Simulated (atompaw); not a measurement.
Input of atompaw 4.2.0.5:

```
Ge 32
GGA-PBE scalarrelativistic loggrid 1500 logderivrange -3 5 201
4 4 3 0 0 0
4 1 1.5
0 0 0
c
c
c
v
c
c
v
c
2
2.50 1.95 2.05 2.10
y
-0.7
n
y
3.8
n
y
0.25
y
0.8
n
custom rrkj gramschmidtortho sinc
3 0.5 troulliermartins
2.50
2.50
2.50
2.50
2.50
2.50
```

Command:
```bash
atompaw < Ge.input > Ge.log
```

Functional and relativity: PBE, scalar-relativistic.

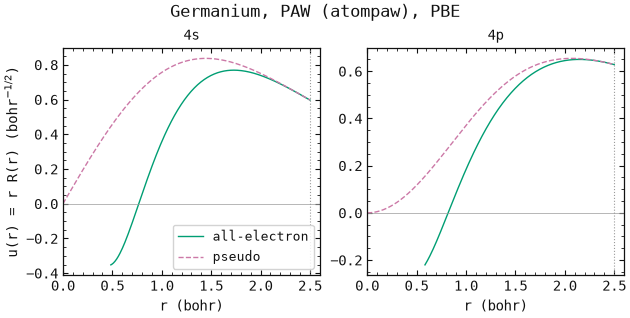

Partial waves u(r) = r R(r), all-electron (solid) and pseudo (dashed). Dotted lines mark the matching radii. The all-electron curves start outside the innermost oscillations, which aren't drawn.

Pseudo-waves: 4s has no node; 4p has no node.

- Cutoffs needed: 8 Ry and 10 Ry (the cutoffs, on a coarse ladder, from which the occupation-weighted sum of valence levels, in a spherical-Bessel basis at the reference potential, stays within 10 and 1 mRy of its value at 400 Ry)
- Ghost test: no ghost state below the valence levels in the s, p, d, f channels (spherical-Bessel basis up to 400 Ry, 20 bohr box)
- Lowest eigenvalue of the overlap operator: 0.34 (s channel)
- Overlap eigenvalues printed by atompaw (projector basis): 0.0101, 0.165, 0.6, 0.893, 4.92, 13.5
- Share of each valence orbital outside the PAW sphere: 4s 25 %, 4p 50 %
